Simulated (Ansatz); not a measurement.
# CH10BNOSi2: the cost of one run

All numbers below are computed with Ansatz 0.2.0 (RKS BLYP-D4/cc-pVDZ).

**1. The system as given**

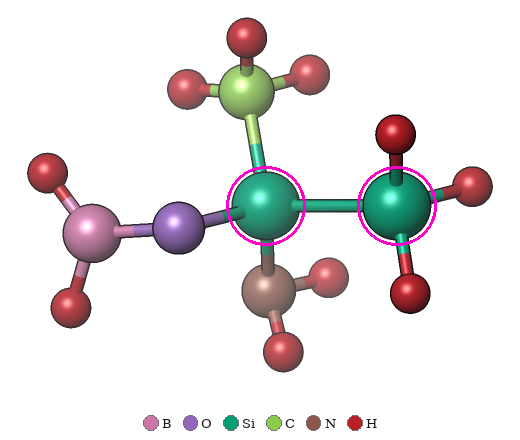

The starting structure, seen from a chosen angle (boron pink, oxygen purple, silicon teal, carbon green, nitrogen brown, hydrogen red). Ringed: Si3, Si6.

Coordinates:

```xyz
16

B     1.9425   -0.6044   -1.6037
O     1.6918    0.1817   -0.3719
Si   -0.0217    0.1070   -0.0201
C    -0.4275   -1.6368    0.3982
N    -0.9597    0.7102   -1.3993
Si   -0.3846    1.3978    1.7810
H     1.8698    0.0027   -2.6510
H     2.1967   -1.6938   -1.5879
H     0.1272   -2.0129    1.2770
H    -0.3657   -2.2936   -0.4653
H    -1.5785   -1.6571    0.7267
H    -0.6706    1.7238   -1.5069
H    -2.0078    0.7435   -1.0870
H     0.3756    0.8939    2.9375
H    -0.0001    2.7539    1.4889
H    -1.8102    1.3612    2.1280
```

**2. Relaxing end A**

Contents of input.yaml:

```yaml
crystal:
  periodic: [false, false, false]
  atoms:
    - { symbol: B, position_ang: [1.9425, -0.6044, -1.6037] }
    - { symbol: O, position_ang: [1.6918, 0.1817, -0.3719] }
    - { symbol: Si, position_ang: [-0.0217, 0.107, -0.0201] }
    - { symbol: C, position_ang: [-0.4275, -1.6368, 0.3982] }
    - { symbol: "N", position_ang: [-0.9597, 0.7102, -1.3993] }
    - { symbol: Si, position_ang: [-0.3846, 1.3978, 1.781] }
    - { symbol: H, position_ang: [1.8698, 0.0027, -2.651] }
    - { symbol: H, position_ang: [2.1967, -1.6938, -1.5879] }
    - { symbol: H, position_ang: [0.1272, -2.0129, 1.277] }
    - { symbol: H, position_ang: [-0.3657, -2.2936, -0.4653] }
    - { symbol: H, position_ang: [-1.5785, -1.6571, 0.7267] }
    - { symbol: H, position_ang: [-0.6706, 1.7238, -1.5069] }
    - { symbol: H, position_ang: [-2.0078, 0.7435, -1.087] }
    - { symbol: H, position_ang: [0.3756, 0.8939, 2.9375] }
    - { symbol: H, position_ang: [-0.0001, 2.7539, 1.4889] }
    - { symbol: H, position_ang: [-1.8102, 1.3612, 2.128] }
basis:
  gaussian: { orbitals: cc-pVDZ }
hamiltonian:
  xc: blyp
  dispersion: d4
relax:
  f_tol: 0.015
  max_steps: 40
```

Launch:

```sh
ansatz run input.yaml --threads 2 --pin off --max-ram 3072MiB --backend cpu --events-out ev --progress --plain --runs-dir out
```

Q: Estimate wall time and peak memory on 2 threads of Arm Neoverse V1, shared host.

About 98 s, with a peak of 0.22 GiB.
